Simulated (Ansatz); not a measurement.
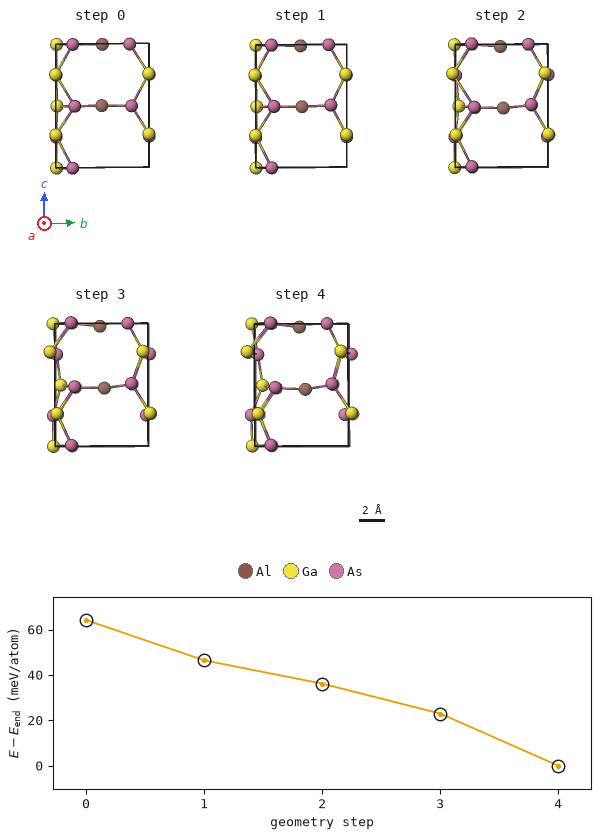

Frames of a relaxation of crystalline AlGa2As3 (a generated structure, set up in P1) (coarse preliminary run), marked on the history of the run. The picture is a ball-and-stick view of the cell of the calculation, seen along the a axis.

All numbers below come from DFT PBE, scalar-relativistic, plane waves, PAW (Ansatz 0.2.0). Settings: plane-wave cutoff 420 eV; k-point mesh 4 × 4 × 2; occupations gaussian; smearing width 0.2 eV; no spin polarisation; cell and atoms relaxed; force threshold 0.025 eV/Å; at most 60 steps.

**Describe the path.**

The run was cut off at its time limit before the relaxation converged, so the last structure is only a point on the way. After 4 geometry steps the energy has fallen by 64.2 meV per atom. The largest force component goes from 1.8 to 0.5 eV/Å. Pressure: −0.06 GPa at the start and −0.77 GPa at the end. A Ga atom moves most relative to the cell: 0.59 Å along [0 −3 1]. By element the largest moves are Ga 0.59 Å, Al 0.44 Å, As 0.36 Å. The volume changes by −1.6 %, with a 5.024 → 4.981 Å (−0.9 %), b 7.680 → 7.725 Å (+0.6 %), c 10.203 → 10.077 Å (−1.2 %), α 89.4° → 90.0°, β 90.8° → 89.3°, γ 91.0° → 93.2°. Near-neighbour distances that change, for instance: As–Ga 3.058 → 3.745 Å, As–Ga 2.891 → 2.542 Å, As–Ga 3.024 → 3.358 Å, As–Ga 3.082 → 2.801 Å. Among the angles between lasting bonds that change: As–Ga–As 176.5° → 141.9°, Ga–As–Ga 176.5° → 141.9°, As–Ga–As 176.4° → 149.7°. The space group stays P1 (No. 1). From step 0 to 1: an As atom moves most (0.14 Å), volume −3.0 %, energy −17.8 meV per atom. From step 1 to 2: a Ga atom moves most (0.20 Å), volume +2.0 %, energy −10.3 meV per atom. From step 2 to 3: a Ga atom moves most (0.19 Å), volume +0.1 %, energy −13.2 meV per atom. From step 3 to 4: a Ga atom moves most (0.20 Å), volume −0.7 %, energy −23.0 meV per atom.
